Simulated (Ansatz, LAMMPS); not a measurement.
**Localised basis functions on amorphous Si (81 atoms)**

Aim: test how closely localised support functions follow the reference on amorphous Si (81 atoms), and at what cost. A setting counts as converged where the r.m.s. difference of forces stays under 1 % of the r.m.s. force.

Program: Ansatz 0.2.0. Level of theory: Kohn-Sham DFT, PBE, PAW (set soft_2), plane waves. Results are calculated unless marked as measured.

Measured values to set the calculation against. Si-Si coordination number quoted from the high-resolution X-ray diffraction study of Laaziri et al (as quoted in “Relationship between diffraction peak, network topology, and amorphous-forming ability in silicon and silica”, 2021, PMC8590056): number of Si about Si 3.9.

### 1. The structure

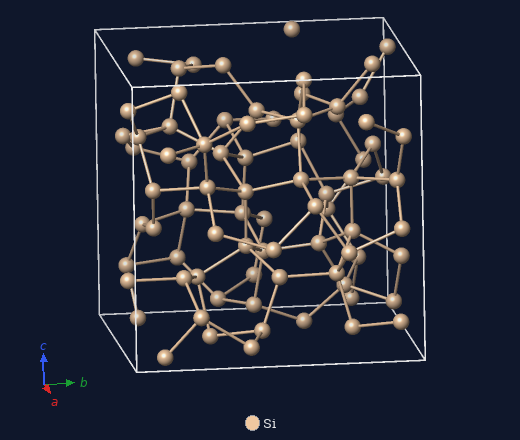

Start, viewed slightly off an axis; silicon light orange. Bonds to atoms that aren't drawn are left out.

The cell holds 81 atoms: 81 Si. Cell: a = 11.822 Å, b = 11.822 Å, c = 11.822 Å, α = 90.0°, β = 90.0°, γ = 90.0°. 81 atoms (81 Si) placed at random at 2.29 g/cm³, melted at 2500 K for 10 ps at fixed volume with the modified Tersoff potential (Kumagai, Izumi, Hara and Sakai, Comput. Mater. Sci. 39, 457 (2007)). Quenched from 2500 K to 700 K at 5 K/ps and fixed volume, annealed at 800 K for 50 ps, held 5 ps.

What the set-up can't give: The quench rate of 5 K/ps far exceeds what a furnace or splat quench reaches, so expect more defects and frozen-in strain than in a real sample. The network of bonds at the start is that of the classical potential that made the cell, and needn't be the one that DFT or experiment would give. Only the Γ point is sampled, in a cell whose shortest periodic width is 12 Å.

### 2. Making the structure

A classical potential makes the cell, at a small fraction of what the same run would cost in DFT.

This step: classical MD, modified Tersoff potential (Kumagai, Izumi, Hara and Sakai, Comput. Mater. Sci. 39, 457 (2007)) (LAMMPS 22 Jul 2025 - Update 4).

The input, in.lmp:

```
# melt-quench of Si81
units metal
atom_style atomic
boundary p p p
region box block 0 11.8225 0 11.8225 0 11.8225
create_box 1 box
mass 1 28.0850   # Si
create_atoms 1 random 81 673956 NULL overlap 1.97 maxtry 2000
pair_style tersoff/mod
pair_coeff * * Si.tersoff.mod Si
neigh_modify delay 0 every 1 check yes
thermo_style custom step time temp pe press density
thermo_modify norm yes
timestep 0.001
thermo 100
min_style cg
minimize 1e-4 1e-4 200 2000
reset_timestep 0
velocity all create 2500 673957 mom yes dist gaussian
fix lim all nve/limit 0.05
fix lan all langevin 2500 2500 0.1 673958 zero yes
thermo 500
run 1000 post no
unfix lim
unfix lan
thermo 1666
fix md all nvt temp 2500 2500 0.1
run 10000 post no
unfix md
thermo 36000
fix md all nvt temp 2500 700 0.1
run 360000 post no
unfix md
thermo 2500
# [... 8 lines left out ...]
fix md all nvt temp 800 700 0.1
run 10000 post no
unfix md
thermo 2500
fix md all nvt temp 700 700 0.1
run 5000 post no
unfix md
write_dump all custom glass.dump id type xs ys zs modify sort id
```

Launch:

```sh
$ lmp -in in.lmp -log none -nocite
```

Numbers of over 12 decimals in the logs are rounded to 6 here.

Log:

```text
LAMMPS (22 Jul 2025 - Update 4)
Created orthogonal box = (0 0 0) to (11.8225 11.8225 11.8225)
Created 81 atoms
   Step          Time           Temp          PotEng         Press         Density
         0   0              0             -2.8457591      118379.81      2.2860227
       100   0.1            0             -4.2247614     -9013.0125      2.2860227
       102   0.102          0             -4.2256185     -9197.4041      2.2860227
Loop time of 0.0495421 s on 1 MPI rank(s) for 102 steps with 81 atoms
Minimization stats:
  Stopping criterion = energy tolerance
  Energy initial, next-to-last, final =
     -2.84575913219284  -4.22531213732309  -4.22561850223607
  Force two-norm initial, final = 64.212288 0.72117087
  Iterations, force evaluations = 102 158
   Step          Time           Temp          PotEng         Press         Density
         0   0              2500          -4.2256185      7512.9543      2.2860227
       500   0.5            2514.2987     -3.8266048     -14839.028      2.2860227
      1000   1              2823.9004     -3.8798286     -2393.8088      2.2860227
Loop time of 0.385058 s on 1 MPI rank(s) for 1000 steps with 81 atoms
   Step          Time           Temp          PotEng         Press         Density
      1000   1              2823.9004     -3.8798286     -2393.8088      2.2860227
[... 1 lines left out ...]
      3332   3.332          2517.823      -3.8517168     -33919.709      2.2860227
      4998   4.998          2345.6418     -3.8046229     -21894.327      2.2860227
      6664   6.664          2144.4329     -3.7567746     -31319.471      2.2860227
      8330   8.33           2391.2122     -3.8283648     -19353.579      2.2860227
[... 2 lines left out ...]
Loop time of 4.28309 s on 1 MPI rank(s) for 10000 steps with 81 atoms
   Step          Time           Temp          PotEng         Press         Density
[... 12 lines left out ...]
Loop time of 111.272 s on 1 MPI rank(s) for 360000 steps with 81 atoms
   Step          Time           Temp          PotEng         Press         Density
[... 4 lines left out ...]
Loop time of 0.941898 s on 1 MPI rank(s) for 5000 steps with 81 atoms
   Step          Time           Temp          PotEng         Press         Density
[... 8 lines left out ...]
Loop time of 9.54105 s on 1 MPI rank(s) for 50000 steps with 81 atoms
   Step          Time           Temp          PotEng         Press         Density
[... 4 lines left out ...]
Loop time of 1.90879 s on 1 MPI rank(s) for 10000 steps with 81 atoms
   Step          Time           Temp          PotEng         Press         Density
    436000   436            717.41958     -4.315371      -7043.8674      2.2860227
    437500   437.5          665.69991     -4.3177291     -1628.2782      2.2860227
    440000   440            747.96918     -4.3145578      1722.57        2.2860227
    441000   441            767.86518     -4.3200549     -6756.7095      2.2860227
Loop time of 0.938122 s on 1 MPI rank(s) for 5000 steps with 81 atoms
```

Wall time 2.2 min (1 thread of Arm Neoverse V2, shared host); peak memory 0.069 GiB.

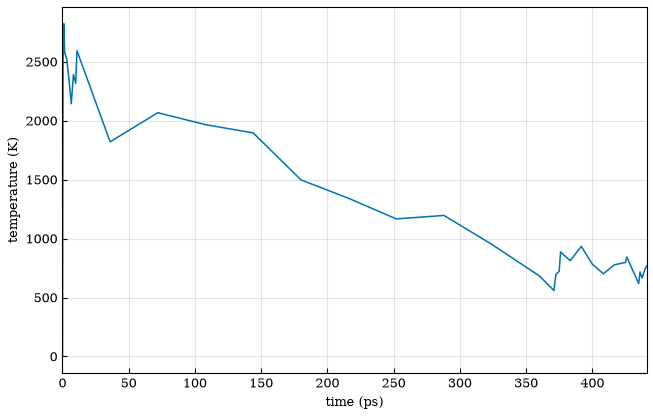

Temperature, plotted against time.

### 3. Plane-wave single point

This run is the reference for what follows, at a cutoff of 420 eV.

The input, input.yaml:

```yaml
crystal:
  lattice:
    - [11.8225, 0.0, 0.0]
    - [0.0, 11.8225, 0.0]
    - [0.0, 0.0, 11.8225]
  atoms:
    - { symbol: Si, position: [0.83195, 0.95923, 0.7536] }
    - { symbol: Si, position: [0.0988, 0.81819, 0.68915] }
    - { symbol: Si, position: [0.06889, 0.91444, 0.51954] }
    - { symbol: Si, position: [0.71234, 0.53687, 0.2533] }
    - { symbol: Si, position: [0.86282, 0.64617, 0.52739] }
    - { symbol: Si, position: [0.12735, 0.25737, 0.21576] }
    - { symbol: Si, position: [0.0392, 0.31481, 0.53143] }
    - { symbol: Si, position: [0.27126, 0.75926, 0.44642] }
    - { symbol: Si, position: [0.3381, 0.67209, 0.81629] }
    - { symbol: Si, position: [0.73643, 0.1963, 0.91999] }
    - { symbol: Si, position: [0.56786, 0.97802, 0.28039] }
    - { symbol: Si, position: [0.24199, 0.66839, 0.63063] }
    - { symbol: Si, position: [0.47474, 0.96087, 0.10296] }
    - { symbol: Si, position: [0.12168, 0.32478, 0.88812] }
    - { symbol: Si, position: [0.72274, 0.47245, 0.07057] }
    - { symbol: Si, position: [0.86208, 0.29862, 0.44528] }
    - { symbol: Si, position: [0.24717, 0.06125, 0.67452] }
    - { symbol: Si, position: [0.54959, 0.44288, 0.33442] }
    - { symbol: Si, position: [0.76849, 0.00494, 0.27369] }
    - { symbol: Si, position: [0.38138, 0.52294, 0.27878] }
    - { symbol: Si, position: [0.47764, 0.49631, 0.79217] }
    - { symbol: Si, position: [0.03707, 0.5329, 0.12516] }
    - { symbol: Si, position: [0.04865, 0.8665, 0.03247] }
    - { symbol: Si, position: [0.80963, 0.27105, 0.74899] }
    - { symbol: Si, position: [0.04615, 0.5711, 0.32158] }
    - { symbol: Si, position: [0.95331, 0.81604, 0.83417] }
    - { symbol: Si, position: [0.21686, 0.47427, 0.38096] }
    - { symbol: Si, position: [0.90949, 0.41056, 0.05127] }
    - { symbol: Si, position: [0.61126, 0.3061, 0.03531] }
    - { symbol: Si, position: [0.36208, 0.20882, 0.72498] }
    - { symbol: Si, position: [0.56482, 0.81001, 0.37391] }
    - { symbol: Si, position: [0.8795, 0.75862, 0.36244] }
    - { symbol: Si, position: [0.01159, 0.61259, 0.66319] }
    - { symbol: Si, position: [0.88821, 0.11361, 0.02443] }
    - { symbol: Si, position: [0.09539, 0.78291, 0.35854] }
    - { symbol: Si, position: [0.3044, 0.11587, 0.37414] }
    - { symbol: Si, position: [0.45706, 0.38513, 0.95125] }
    - { symbol: Si, position: [0.5935, 0.88476, 0.96292] }
    - { symbol: Si, position: [0.63513, 0.61887, 0.78363] }
    - { symbol: Si, position: [0.66274, 0.02785, 0.84755] }
    - { symbol: Si, position: [0.71353, 0.73474, 0.25916] }
    - { symbol: Si, position: [0.88219, 0.49594, 0.3846] }
    - { symbol: Si, position: [0.2073, 0.0708, 0.21187] }
    - { symbol: Si, position: [0.6206, 0.11488, 0.55546] }
    - { symbol: Si, position: [0.16513, 0.87797, 0.19975] }
    - { symbol: Si, position: [0.19445, 0.28327, 0.39688] }
    - { symbol: Si, position: [0.31597, 0.09344, 0.04832] }
    - { symbol: Si, position: [0.50704, 0.08049, 0.72247] }
    - { symbol: Si, position: [0.67744, 0.62077, 0.58427] }
    - { symbol: Si, position: [0.52019, 0.77064, 0.80327] }
    - { symbol: Si, position: [0.73484, 0.7842, 0.073] }
    - { symbol: Si, position: [0.0824, 0.43522, 0.68102] }
    - { symbol: Si, position: [0.44248, 0.9012, 0.65084] }
    - { symbol: Si, position: [0.06481, 0.11927, 0.5946] }
    - { symbol: Si, position: [0.08845, 0.67175, 0.99107] }
    - { symbol: Si, position: [0.25789, 0.48186, 0.58221] }
    - { symbol: Si, position: [0.40629, 0.71302, 0.30326] }
    - { symbol: Si, position: [0.72787, 0.28991, 0.5814] }
    - { symbol: Si, position: [0.93848, 0.12889, 0.7428] }
    - { symbol: Si, position: [0.34287, 0.80757, 0.14048] }
    - { symbol: Si, position: [0.93181, 0.40641, 0.84101] }
    - { symbol: Si, position: [0.04851, 0.13483, 0.90359] }
    - { symbol: Si, position: [0.7392, 0.94551, 0.5823] }
    - { symbol: Si, position: [0.76067, 0.19947, 0.27325] }
    - { symbol: Si, position: [0.27732, 0.88, 0.78303] }
    - { symbol: Si, position: [0.33185, 0.49381, 0.08156] }
    - { symbol: Si, position: [0.60285, 0.80348, 0.56858] }
    - { symbol: Si, position: [0.57499, 0.26839, 0.23817] }
    - { symbol: Si, position: [0.17644, 0.38949, 0.07515] }
    - { symbol: Si, position: [0.74076, 0.62821, 0.94714] }
    - { symbol: Si, position: [0.5916, 0.43866, 0.53277] }
    - { symbol: Si, position: [0.29832, 0.95323, 0.50469] }
    - { symbol: Si, position: [0.42752, 0.37633, 0.6378] }
    - { symbol: Si, position: [0.93273, 0.60344, 0.86384] }
    - { symbol: Si, position: [0.87438, 0.93422, 0.11228] }
    - { symbol: Si, position: [0.31417, 0.24972, 0.91707] }
    - { symbol: Si, position: [0.93297, 0.23576, 0.16725] }
    - { symbol: Si, position: [0.8778, 0.94261, 0.43953] }
    - { symbol: Si, position: [0.28091, 0.673, 0.00686] }
    - { symbol: Si, position: [0.50755, 0.12857, 0.4006] }
    - { symbol: Si, position: [0.18331, 0.99012, 0.93564] }
kpoints:
  mp_grid: { grid: [1, 1, 1] }
hamiltonian:
  xc: pbe
scf:
  occupations: { method: fermi_dirac, width: 0.05 }
output:
  forces: true
  stress: true
  populations: true
  dos:
    method: { smearing: { sigma: 0.15 } }
    de: 0.1
    projected: { site_lists: { Si: [Si] } }
  eigenvalues: true
  write_density: true
  write_potential: true
  volumetric_format: npy
```

Launch:

```sh
$ ansatz run input.yaml --threads 4 --pin off --max-ram 8192MiB --backend cpu --events-out ev --progress --plain --runs-dir out
```

Log:

```text
Engine: ansatz 0.2.0, aarch64-unknown-linux-gnu
Pseudopotentials: kind: paw
Pseudopotential: Si, paw, valence charge 4, recommended cutoff 420 eV (normal), Si.paw.azcp
[... 5 lines on functional and potentials left out ...]
Crystal: 81 atoms, lattice volume = 1652.449 Å³
Basis set: ecut = 420 eV, 32423 PW (Γ), exchange–correlation on 160×160×160 points (8 copies of the dense FFT grid, shifted against one another)
Bands: 243, of which v1, the nominal top of the filled ones, is band 162 counted from 1 (161 counted from 0)
Symmetry: 1 space group operations
Space group: P1 (ITA 1), of the structure as read, at distance tolerance 1.2e-4 Å
k-points: 1
[... 3 lines on functional and potentials left out ...]
Initial density: superposition of atomic densities (neutral atoms: chi_scale 0, normalization atom), corrected by the library's trained network
Initial wavefunctions: pseudopotential atomic-orbital guess
Functional: x = pbe(κ = 0.804, μ = 0.219515), c = pbe(β = 0.066725)
SCF iter   1: F=—  HF=-51476.009710 eV  |F-HF|=—  |Δ(HF+E_count)|=         —  Δρ=3.84e-3  dr2=7.55e-1  ethr=1.77e-3  ⟨swp⟩=6.0  Hψ=1132  notcnv=0  defer=39
preconditioner: auto → Resta (q_TF=auto, 2.080 Å⁻¹)  ε∞=5.8  [insulator: Δε(μ)=0.186 eV  Ē_g=7.489 eV  σ=0.050 eV  W_gap=0.72  n_scr=250 (ndim 8)  ℏωp=16.4 eV  f_vac=0.001  D(μ)=12.78/eV (n_scr^D=32)  ε∞_Penn≈5.8]
SCF iter   2: F=—  HF=-51475.920364 eV  |F-HF|=—  |Δ(HF+E_count)|=   8.93e-2  Δρ=2.03e-3  dr2=1.50e-1  ethr=2.33e-4  ⟨swp⟩=1.0  Hψ=280  notcnv=0  defer=50
SCF iter   3: F=—  HF=-51475.908761 eV  |F-HF|=—  |Δ(HF+E_count)|=   1.16e-2  Δρ=1.01e-3  dr2=2.42e-2  ethr=4.63e-5  ⟨swp⟩=3.0  Hψ=293  notcnv=0  defer=50
SCF iter   4: F=—  HF=-51475.910686 eV  |F-HF|=—  |Δ(HF+E_count)|=   1.92e-3  Δρ=2.12e-4  dr2=1.99e-3  ethr=7.47e-6  ⟨swp⟩=3.0  Hψ=380  notcnv=0  defer=50
SCF iter   5: F=—  HF=-51475.911645 eV  |F-HF|=—  |Δ(HF+E_count)|=   9.59e-4  Δρ=7.16e-5  dr2=3.22e-4  ethr=6.13e-7  ⟨swp⟩=2.0  Hψ=280  notcnv=0  defer=50
SCF iter   6: F=—  HF=-51475.911876 eV  |F-HF|=—  |Δ(HF+E_count)|=   2.31e-4  Δρ=2.67e-5  dr2=5.03e-5  ethr=9.95e-8  ⟨swp⟩=2.0  Hψ=281  notcnv=0  defer=50
SCF iter   7: F=—  HF=-51475.912246 eV  |F-HF|=—  |Δ(HF+E_count)|=   3.69e-4  Δρ=9.12e-6  dr2=3.94e-6  ethr=1.55e-8  ⟨swp⟩=2.0  Hψ=403  notcnv=0  defer=55
SCF iter   8: F=—  HF=-51475.912250 eV  |F-HF|=—  |Δ(HF+E_count)|=   4.45e-6  Δρ=2.72e-6  dr2=4.23e-7  ethr=1.22e-9  ⟨swp⟩=2.0  Hψ=348  notcnv=0  defer=55
SCF iter   9: F=-51475.912251 eV  HF=-51475.912251 eV  |F-HF|=1.14e-8  |Δ(HF+E_count)|=   4.88e-7  Δρ=1.03e-6  dr2=6.63e-8  ethr=3.09e-11  ⟨swp⟩=20.0  Hψ=2378  notcnv=0
SCF 1 converged in 9 iterations: F = -51475.912251 eV  dr2 = 6.63e-8
  greatest PAW one-centre occupation: 0.682 electrons in one spin orbital (limit 2), on the Si atom at site 25 (counted from 0), in its partial waves of l = 0
SCF converged after 9 iterations
Free energy (F): -51475.912251 eV
Harris-Foulkes:  -51475.912251 eV  (|F-HF|=1.14e-8)
Internal energy: -51475.772801 eV  (E = F + TS)
E sigma→0 (E₀):  -51475.842526 eV
Entropy (-TS):   -0.139449 eV (-1.722 meV/atom)
Fermi energy:    6.022421 eV
--- Per-component energies (eV) ---
  E_band       = 344.086196
  E_kinetic    = 3235.358866
  E_local      = -2612.741105  (includes V_loc(G=0)·N_el)
  E_nonlocal   = 2094.922350
  E_hartree    = 792.162369
  E_xc         = -4458.145689
  E_vxc        = -3769.301143  (∫ρ·V_xc dr)
  E_paw        = -41522.317302  (= ΣΔE_a)
  E_vpaw       = -188.478365  (= ΣTr[D̂ρ^β])
  E_aug_tail   = 0.000515  (compensation charges beyond the density's cutoff)
  E_ewald      = -9005.012805
  E_smearing   = -0.139449  (= −TS)
  E_closure    = -0.000000  (closes the sum)
  Σ components = -51475.912251   (vs F -51475.912251, Δ=0.00e0)
--- Forces (eV/Å), atoms counted from 1 ---
  atom   1  Si    -0.42583814     0.44118737     0.31435103
  atom   2  Si    -0.03749082    -0.22173491     0.27937790
  atom   3  Si     0.06765686     1.31231939    -0.68273552
  atom   4  Si     0.06193274    -0.19001205     1.35310952
  atom   5  Si     0.46904353    -1.04445873    -0.64279078
  atom   6  Si    -0.87781364    -0.94393659    -0.28028299
  atom   7  Si     0.53777591    -1.85296630    -0.90047051
  atom   8  Si     0.43142997     0.35142861     0.26492261
  atom   9  Si     1.40294574    -0.36696227    -0.03682151
  atom  10  Si    -0.51214726    -0.31437831     0.44377221
  atom  11  Si    -0.05089889     0.45043346     0.13417181
  atom  12  Si     0.06970088     0.83032565     0.25973949
  atom  13  Si    -1.00828407    -0.04834677    -0.60967946
  atom  14  Si     0.25158430    -0.39484388     0.68243562
[...]
atom  80  Si    -0.55703061     0.38820340    -2.65195818
  atom  81  Si     0.13247956    -0.26548334    -0.16880983
  max |Σ_I F_I| component: 1.80e-5 eV/Å
--- Stress (GPa, compression-positive) ---
       -0.061670       0.189596      -0.775738
        0.189596       1.053668       0.096917
       -0.775738       0.096917       0.019296
  P = ⅓ Tr σ = 0.3371 GPa (3.371 kbar)
--- Band table (eV) ---
  k-point 0: bands = ["-6.0850", "-5.4171", "-5.2792", "-5.2383", [... 227 levels ...], "9.8200", "9.8420", "9.8818", "9.9220", "10.0047", "10.0246", "10.0321", "10.0990", "10.2163", "10.2319", "10.2695", "10.3151"]
--- Löwdin populations: 81 sites ---
  site symbol       q [e]
     0     Si      4.0120
     1     Si      3.9493
     2     Si      3.9591
[...]
80     Si      3.9380
  spilling = 0.011922 (of n_electrons = 324.000000)
```

Elapsed: 14 s, on 4 threads of Arm Neoverse V2, shared host; peak memory 1.5 GiB.

Reading the cycles: dr2 is the Hartree energy of the density residual (eV), the measure of convergence; HF is the Harris–Foulkes estimate of the energy, which meets the free energy F at convergence.

Numbers from this run:

* free energy: -51475.9123 eV
* free energy per atom: -635.5051 eV/atom
* SCF cycles: 9
* pressure: 0.3371 GPa
* r.m.s. force component: 0.7295 eV/Å
* longest force: 2.737 eV/Å
* Fermi energy: 6.022 eV
* levels partly filled by over 2 per cent: 4
* spilling of the projection: 0.01192

The r.m.s. force component of 0.73 eV/Å sets the scale for the differences below.

### 4. Support functions low

With localised support functions most steps grow linearly with size, though the diagonalisation grows faster unless the density matrix is cut; this run measures error and cost at this size.

This step: Kohn-Sham DFT, PBE, PAW (set soft_2), localised support functions (low) (Ansatz 0.2.0).

input.yaml, the sections that differ from step 3:

```yaml
scf:
  occupations: { method: fermi_dirac, width: 0.05 }
  eigensolver: { kind: { support_functions: { accuracy: low } } }
  max_iter: 150
output:
  forces: true
  eigenvalues: true
# crystal, kpoints, hamiltonian: as in step 3
```

Log:

```text
Warning: scf.eigensolver.kind.support_functions: disabling space-group detection — the functions' gradient is summed over unrotated k-points, so no spatial operation reduces the k-mesh or symmetrises the density; time reversal is kept, so that k and −k are solved as one point where they differ and the mesh holds both, and exact exchange and, on two spinor components, a DFT+U term hold to it where the run has them: [...]
settings of this run that can trade accuracy for cost: scf.eigensolver.kind.support_functions; scf.eigensolver.kind.support_functions.accuracy: low [...]
[...]
Crystal: 81 atoms, lattice volume = 1652.449 Å³
Basis set: ecut = 420 eV, 32423 PW (Γ), exchange–correlation on 160×160×160 points (8 copies of the dense FFT grid, shifted against one another)
Bands: 195, of which v1, the nominal top of the filled ones, is band 162 counted from 1 (161 counted from 0)
Symmetry: 1 space group operations
k-points: 1
[...]
SCF iter   1: F=—  HF=-51459.596671 eV  |F-HF|=—  |Δ(HF+E_count)|=         —  Δρ=3.57e-2  dr2=2.56e1  ethr=1.00e-1
[...]
SCF iter   8: F=—  HF=-51475.913914 eV  |F-HF|=—  |Δ(HF+E_count)|=   3.84e-3  Δρ=4.09e-5  dr2=6.31e-5  ethr=1.45e-7  κ⁻¹=6.1e-6(r=6)
SCF iter   9: F=-51475.915947 eV  HF=-51475.915937 eV  |F-HF|=1.05e-5  |Δ(HF+E_count)|=   2.02e-3  Δρ=1.51e-5  dr2=1.09e-5  ethr=1.95e-8
SCF 1 converged in 9 iterations: F = -51475.935417 eV  dr2 = 1.09e-5
[...]
SCF converged after 9 iterations
Stability not checked: this state was not tested for a lower state beside it, because the mixer in use, unlike msr1, does not test its closes by its own steps (another_mixer; see scf.mixing.algorithm and scf.lower_state_search)
Free energy (F): -51475.935417 eV
[...]
Internal energy: -51475.796182 eV  (E = F + TS)
E sigma→0 (E₀):  -51475.865800 eV
Entropy (-TS):   -0.139235 eV (-1.719 meV/atom)
Fermi energy:    6.022581 eV
[...]
Σ components = -51475.935417   (vs F -51475.935417, Δ=0.00e0)
--- Forces (eV/Å), atoms counted from 1 ---
  atom   1  Si    -0.42581176     0.44116632     0.31461060
  atom   2  Si    -0.03738547    -0.22207232     0.27906618
  atom   3  Si     0.06754658     1.31235539    -0.68251663
  atom   4  Si     0.06194828    -0.19013644     1.35318321
[...]
atom  81  Si     0.13284144    -0.26549763    -0.16867776
  max |Σ_I F_I| component: 8.69e-4 eV/Å
--- Band table (eV) ---
[...]
```

Run time: 34 s. Hardware: 4 threads; peak memory 1.9 GiB.

The program notes that the band table was not solved further than the SCF left it and it switched symmetry off.

Keys that differ from the reference: support_functions.accuracy = "low" and scf.max_iter = 150.

Forces differ from the reference by 0.25 meV/Å r.m.s., 0.035 % of their size, well within a tolerance of 1 %; the energy by -0.29 meV/atom. It took 34 s and 9 cycles; the reference's time can't be set against it, since the two runs asked for unlike analyses.

(Continued in part 2 of 3.)

[Logs are printed without paths, hosts, clocks, repeated set-up lines and the standing remarks that a program may print on its own settings, such as how far it seeks lower states.]

[Hosts, paths, dates, database ids (printed as entryN), source tags and the programs' standing remarks are cut or masked in the printed files.]
